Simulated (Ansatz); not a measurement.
Nudged elastic band of AlH2Cl2

System: AlH2Cl2, multiplicity 2.
Method: UKS BHLYP/cc-pVDZ (Ansatz 0.2.0).

It belongs to a series of runs on one base structure; here: band between the two ends. Figures and captions count atoms from 1; the log counts them from 0 in places.

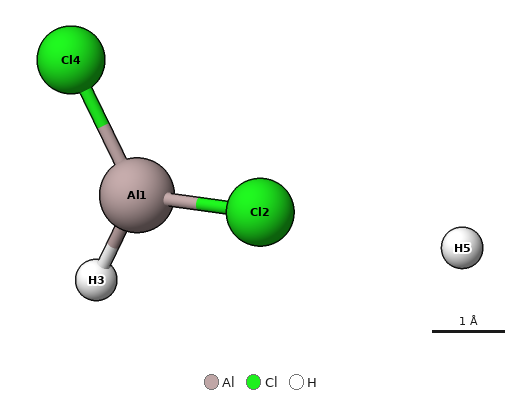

The structure as given in the input (ball-and-stick view, seen at a tilt; atoms are numbered from 1 in the order of the input). Sticks mark near contacts. Bond lengths as drawn: Al–Cl 2.11 Å and Al–H 1.56 Å.

Input file:
```yaml
crystal:
  periodic: [false, false, false]
  atoms:
    - { symbol: Al, position_ang: [-0.016444, 0.0, -0.227178] }
    - { symbol: Cl, position_ang: [-0.0463, 0.0, 1.880992] }
    - { symbol: H, position_ang: [1.329266, 0.0, -1.007713] }
    - { symbol: Cl, position_ang: [-1.866711, 0.0, -1.24044] }
    - { symbol: H, position_ang: [0.019989, 0.0, 5.329339] }
magnetization:
  spin_polarized: true
  initial_magnetization: 1
basis:
  gaussian: { orbitals: cc-pVDZ }
hamiltonian:
  xc: { name: BHLYP }
neb:
  order_check: false
  images: 7
  f_tol: 0.05
  max_iterations: 60
  final_atoms:
    - { symbol: Al, position_ang: [-0.04348238, 2.254e-05, -0.61750573] }
    - { symbol: Cl, position_ang: [-0.0474267, -5.398e-05, 3.66271464] }
    - { symbol: H, position_ang: [1.30015663, 4.71e-06, -1.48399254] }
    - { symbol: Cl, position_ang: [-1.85625416, 4.73e-06, -1.76906806] }
    - { symbol: H, position_ang: [0.0668066, 2.2e-05, 4.9428517] }
  initial_path:
    images:
      - { positions_ang: [[-0.016444, 0.0, -0.227178], [-0.0463, 0.0, 1.880992], [1.329266, 0.0, -1.007713], [-1.866711, 0.0, -1.24044], [0.019989, 0.0, 5.329339]] }
      - { positions_ang: [[-0.01216274, 0.0, -0.17036258], [-0.03500063, 0.0, 2.03076476], [1.33500991, 0.0, -0.95052087], [-1.88246239, 0.0, -1.20940623], [0.01441586, 0.0, 5.03452491]] }
      - { positions_ang: [[-0.00788148, 0.0, -0.11354715], [-0.02370127, 0.0, 2.18053753], [1.34075383, 0.0, -0.89332874], [-1.89821379, 0.0, -1.17837245], [0.00884271, 0.0, 4.73971081]] }
      - { positions_ang: [[-0.00360022, 0.0, -0.05673173], [-0.0124019, 0.0, 2.33031029], [1.34649774, 0.0, -0.83613661], [-1.91396518, 0.0, -1.14733868], [0.00326957, 0.0, 4.44489672]] }
      - { positions_ang: [[0.00068104, 0.0, 8.37e-05], [-0.00110254, 0.0, 2.48008306], [1.35224165, 0.0, -0.77894448], [-1.92971657, 0.0, -1.1163049], [-0.00230358, 0.0, 4.15008263]] }
      - { positions_ang: [[-0.01035982, 5.64e-06, -0.15431366], [-0.01268358, -1.35e-05, 2.77574095], [1.3392204, 1.18e-06, -0.9552065], [-1.91135097, 1.18e-06, -1.27949569], [0.01497397, 5.5e-06, 4.34827489]] }
      - { positions_ang: [[-0.02140067, 1.127e-05, -0.30871102], [-0.02426462, -2.699e-05, 3.07139885], [1.32619914, 2.35e-06, -1.13146851], [-1.89298537, 2.36e-06, -1.44268648], [0.03225151, 1.1e-05, 4.54646716]] }
      - { positions_ang: [[-0.03244153, 1.691e-05, -0.46310838], [-0.03584566, -4.049e-05, 3.36705674], [1.31317789, 3.53e-06, -1.30773053], [-1.87461976, 3.55e-06, -1.60587727], [0.04952906, 1.65e-05, 4.74465943]] }
      - { positions_ang: [[-0.04348238, 2.254e-05, -0.61750573], [-0.0474267, -5.398e-05, 3.66271464], [1.30015663, 4.71e-06, -1.48399254], [-1.85625416, 4.73e-06, -1.76906806], [0.0668066, 2.2e-05, 4.9428517]] }
```

Run on 2 threads of Arm Neoverse V1, 24 GiB of memory available, shared host.

Command:
```bash
ansatz run input.yaml --threads 2 --pin off --max-ram 3072MiB --backend cpu --events-out ev --progress --plain --runs-dir out
```

Log:
```
Engine: ansatz 0.2.0, aarch64-unknown-linux-gnu
Functional definition: BHLYP
  parameter a = 0.5
  exchange = (1 - a)*b88_x + a*exact_x
  correlation = lyp_c
721 factors; integrals over basis functions are off by at most 3.1e-4 eV
mean field evaluation 1: about -31675.0605 eV, gradient 1.2e1 eV
mean field evaluation 2: about -31675.5119 eV, gradient 8.9e0 eV
mean field evaluation 4: about -31675.9604 eV, gradient 2.3e-1 eV
mean field evaluation 8: about -31675.9872 eV, gradient 3.0e-3 eV
mean field evaluation 16: about -31675.9872 eV, gradient 3.7e-5 eV
mean field -31675.98716642 eV, -1164.0710576106 hartree, gradient 3.7e-5 eV, S^2 0.750018; 0 other end points of the search recorded, 0 dependent functions left out
the calculation of the forces begins
reference -31675.98736524 eV, -1164.0710649173 hartree; 25, 24 occupied and 39, 40 virtual orbitals, 721 factors
725 factors; integrals over basis functions are off by at most 6.0e-4 eV
mean field evaluation 32: about -31675.5986 eV, gradient 1.9e-5 eV
mean field -31675.59859479 eV, -1164.0567778668 hartree, gradient 1.9e-5 eV, S^2 0.754613; 0 other end points of the search recorded, 0 dependent functions left out
[... from here on the field's lines of each further geometry are left out, up to the last ...]
NEB iter   1: max|band force component| = 3.962e0 eV/Å  barrier→ = 1.2500 eV  barrier← = 0.8615 eV  Δτ_max = 0.1973 Å  (271 SCF iters)
NEB iter   2: max|band force component| = 2.338e0 eV/Å  barrier→ = 1.3084 eV  barrier← = 0.9198 eV  Δτ_max = 0.2000 Å  (228 SCF iters)
NEB iter   3: max|band force component| = 9.952e0 eV/Å  barrier→ = 1.1899 eV  barrier← = 0.8013 eV  Δτ_max = 0.0997 Å  (221 SCF iters)
NEB iter   4: max|band force component| = 5.783e-1 eV/Å  barrier→ = 0.8728 eV  barrier← = 0.4843 eV  Δτ_max = 0.0997 Å  (213 SCF iters)
NEB iter   5: max|band force component| = 7.972e-1 eV/Å  barrier→ = 0.8234 eV  barrier← = 0.4348 eV  CI = image 4  Δτ_max = 0.1966 Å  (212 SCF iters)
NEB iter   6: max|band force component| = 4.901e-1 eV/Å  barrier→ = 1.0692 eV  barrier← = 0.6806 eV  CI = image 4  Δτ_max = 0.1991 Å  (222 SCF iters)
NEB iter   7: max|band force component| = 1.452e0 eV/Å  barrier→ = 1.0321 eV  barrier← = 0.6436 eV  CI = image 4  Δτ_max = 0.0995 Å  (216 SCF iters)
NEB iter   8: max|band force component| = 4.106e-1 eV/Å  barrier→ = 1.0350 eV  barrier← = 0.6464 eV  CI = image 4  Δτ_max = 0.1315 Å  (217 SCF iters)
NEB iter   9: max|band force component| = 1.257e-1 eV/Å  barrier→ = 1.0331 eV  barrier← = 0.6445 eV  CI = image 4  Δτ_max = 0.0472 Å  (196 SCF iters)
NEB iter  10: max|band force component| = 6.615e-2 eV/Å  barrier→ = 1.0329 eV  barrier← = 0.6443 eV  CI = image 4  Δτ_max = 0.0065 Å  (188 SCF iters)
the calculation of the forces begins
reference -31675.59596604 eV, -1164.0566812617 hartree; 25, 24 occupied and 39, 40 virtual orbitals, 725 factors
723 factors; integrals over basis functions are off by at most 1.4e-3 eV
mean field -31674.95452502 eV, -1164.0331087393 hartree, gradient 1.7e-5 eV, S^2 0.769234; 1 other end points of the search recorded, 0 dependent functions left out
the calculation of the forces begins
reference -31674.95470283 eV, -1164.0331152737 hartree; 25, 24 occupied and 39, 40 virtual orbitals, 723 factors
NEB iter  11: max|band force component| = 2.559e-2 eV/Å  barrier→ = 1.0326 eV  barrier← = 0.6441 eV  CI = image 4  Δτ_max = 0.0000 Å  (372 SCF iters)
```

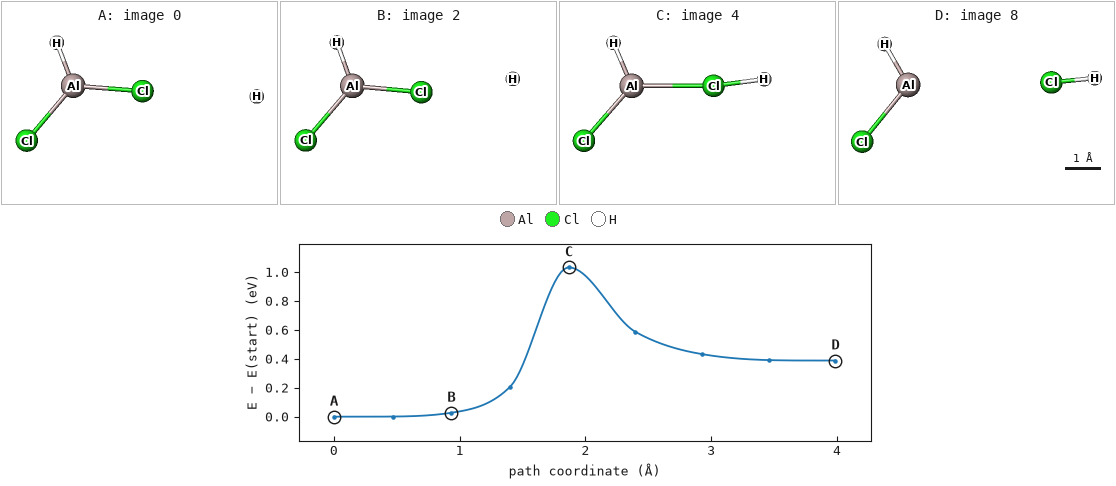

Images of the last band (counted from 0; ball-and-stick, seen at a tilt) above the energy along the path; the line is a cubic interpolation that uses the forces. The highest image is number 4, 1.033 eV above the start and 0.644 eV above the end (the climbing image); the end lies 0.389 eV above the start. The path is 3.99 Å long. The band converged in 11 iterations.

```
Total energy: -31674.95470283 eV, -1164.0331152737 hartree
Atom 0 at    -0.079150     0.000012     0.055328 Å, force    -0.009834     0.000002    -0.026599 eV/Å
Atom 1 at    -0.087747     0.000011     2.504322 Å, force     0.003381     0.000009     0.012831 eV/Å
Atom 2 at     1.317418    -0.000006    -0.682991 Å, force    -0.010473    -0.000002     0.001454 eV/Å
Atom 3 at    -1.850124    -0.000006    -1.134369 Å, force     0.022183    -0.000002     0.017994 eV/Å
Atom 4 at     0.119403    -0.000011     3.992709 Å, force    -0.005256    -0.000007    -0.005681 eV/Å
Dipole moment:     0.265415     0.000003     0.132872 e Å
this run last wrote the band of iteration 11 to [file]
```

The last band as extended XYZ (Å, eV, eV/Å):
```
5
Properties=species:S:1:pos:R:3:forces:R:3 image=0 energy=-31675.98717
Al   -0.0164    0.0000   -0.2272   -0.0130   0.0000  -0.0098
Cl   -0.0463    0.0000    1.8810   -0.0032   0.0000   0.0036
H     1.3293    0.0000   -1.0077   -0.0037   0.0000  -0.0041
Cl   -1.8667    0.0000   -1.2404    0.0199   0.0000   0.0099
H     0.0200    0.0000    5.3293    0.0000   0.0000   0.0003
5
Properties=species:S:1:pos:R:3:forces:R:3 image=1 energy=-31675.98627
Al   -0.0624    0.0000   -0.1615   -0.0007   0.0000   0.0039
Cl   -0.2987    0.0000    1.9339   -0.0012   0.0000  -0.0056
H     1.3519    0.0000   -0.8089    0.0021   0.0000  -0.0034
Cl   -1.8054    0.0000   -1.3471   -0.0021   0.0000  -0.0051
H     0.2344    0.0000    5.1185    0.0019   0.0000   0.0102
5
Properties=species:S:1:pos:R:3:forces:R:3 image=2 energy=-31675.96003
Al   -0.0529    0.0000   -0.0649   -0.0035   0.0000  -0.0374
Cl   -0.2482    0.0000    2.0322   -0.0205   0.0000  -0.0307
H     1.3506    0.0000   -0.7332    0.0068   0.0000  -0.0241
Cl   -1.8250    0.0000   -1.2052   -0.0021   0.0000  -0.0257
H     0.1953    0.0000    4.7061    0.0193   0.0000   0.1178
5
Properties=species:S:1:pos:R:3:forces:R:3 image=3 energy=-31675.78031
Al   -0.0571    0.0000    0.0421    0.0315   0.0000  -0.0283
Cl   -0.1675    0.0000    2.1641   -0.1441   0.0000  -0.7002
H     1.3283    0.0000   -0.6672    0.0014   0.0000   0.0149
Cl   -1.8306    0.0000   -1.1027    0.0185   0.0000   0.0893
H     0.1469    0.0000    4.2987    0.0927   0.0000   0.6243
5
Properties=species:S:1:pos:R:3:forces:R:3 image=4 energy=-31674.95453
Al   -0.0791    0.0000    0.0553   -0.0098   0.0000  -0.0266
Cl   -0.0877    0.0000    2.5043    0.0034   0.0000   0.0128
H     1.3174    0.0000   -0.6830   -0.0105   0.0000   0.0015
Cl   -1.8501    0.0000   -1.1344    0.0222   0.0000   0.0180
H     0.1194    0.0000    3.9927   -0.0053   0.0000  -0.0057
5
Properties=species:S:1:pos:R:3:forces:R:3 image=5 energy=-31675.40048
Al   -0.0944    0.0000   -0.1349   -0.0169   0.0000  -0.1766
Cl   -0.0764    0.0000    2.8867    0.0150   0.0000   0.3604
H     1.3324    0.0000   -0.8479    0.0102   0.0000  -0.1604
Cl   -1.8718    0.0000   -1.3347   -0.0254   0.0000  -0.1847
H     0.1300    0.0000    4.1657    0.0171   0.0000   0.1612
5
Properties=species:S:1:pos:R:3:forces:R:3 image=6 energy=-31675.55460
Al   -0.1171    0.0000   -0.2972   -0.0052   0.0000  -0.0427
Cl   -0.0781    0.0000    3.1814    0.0019   0.0000   0.0829
H     1.3041    0.0000   -1.0288   -0.0099   0.0000  -0.0538
Cl   -1.8492    0.0000   -1.5665    0.0022   0.0000  -0.0663
H     0.1602    0.0000    4.4461    0.0111   0.0000   0.0800
5
Properties=species:S:1:pos:R:3:forces:R:3 image=7 energy=-31675.59579
Al   -0.1701    0.0000   -0.4662   -0.0077   0.0000  -0.0053
Cl   -0.0973    0.0000    3.4704   -0.0010   0.0000   0.0165
H     1.2782    0.0000   -1.1424    0.0008   0.0000  -0.0099
Cl   -1.8210    0.0000   -1.8406    0.0029   0.0000  -0.0153
H     0.2299    0.0000    4.7138    0.0050   0.0000   0.0139
5
Properties=species:S:1:pos:R:3:forces:R:3 image=8 energy=-31675.59859
Al   -0.0435    0.0000   -0.6175   -0.0016   0.0000  -0.0059
Cl   -0.0474   -0.0001    3.6627   -0.0003   0.0000  -0.0060
H     1.3002    0.0000   -1.4840    0.0026   0.0000   0.0051
Cl   -1.8563    0.0000   -1.7691   -0.0025   0.0000  -0.0005
H     0.0668    0.0000    4.9429    0.0017   0.0000   0.0073
```

Results in brief:

| quantity | value |
| --- | --- |
| outcome | converged |
| barrier, forward | 1.033 eV |
| barrier, backward | 0.644 eV |
| wall time | 2.4 min (CPU time 4.8 min) |
| peak memory | 0.17 GiB |

Notes:

The order of the saddle point was not checked.
